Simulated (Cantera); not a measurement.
Charge: 1 mol n-butane, 0.055 mol O2, at 74.0 bar.

Cantera equilibrium calculation (NASA polynomials, part measured and part estimated; ideal gas, pure solids and liquids). Candidate condensed phases: C, C6H6, C7H8, C8H18, H2O; 110 gas species. The ideal-gas law is rough above about 30 bar. Kinetics and transport are ignored.

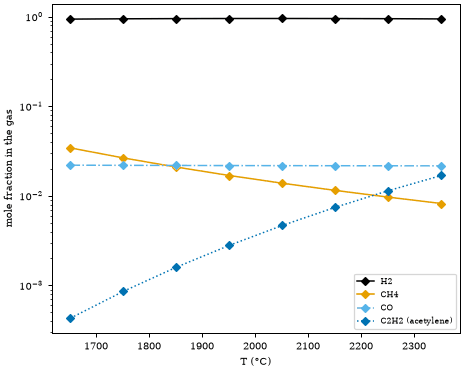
Equilibrium gas composition (values under 1e-9 drawn at 1e-9)

From 1652 °C to 2352 °C the condensed part is C(graphite). The main C-bearing gas is CH4 at 1652 °C and C2H2 (acetylene) at 2352 °C. The share of C in condensed phases is highest at 1952 °C (94.3 %) and lowest at 2352 °C (91.6 %).
